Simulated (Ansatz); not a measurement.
```xyz
3

Zr    0.7156    0.1033    0.5376
Te   -1.1715   -1.6092    1.1137
Te    0.4559    1.5059   -1.6513
```

Geometry: r2SCAN-D4/def2-TZVPD; core potentials replace the inner electrons of Zr and Te.

Level of theory: UKS PBE0-D4/def2-TZVPD in Ansatz 0.2.0.

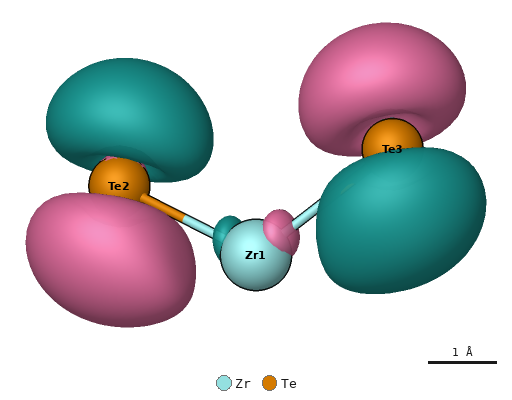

Te$_{2}$Zr (charge −1, doublet). The HOMO (β) at ±0.1 Å⁻³ᐟ² (teal and pink are the two phases), seen at a tilt.

### Where does this orbital lie, and at what energy?

Its weight (Hirshfeld) is mainly on Te2 (about 45 %), Te3 (about 45 %) and Zr1 (about 15 %); it is symmetric in the molecular plane (an in-plane orbital: σ, lone-pair or in-plane π type). Its energy is −1.79 eV.
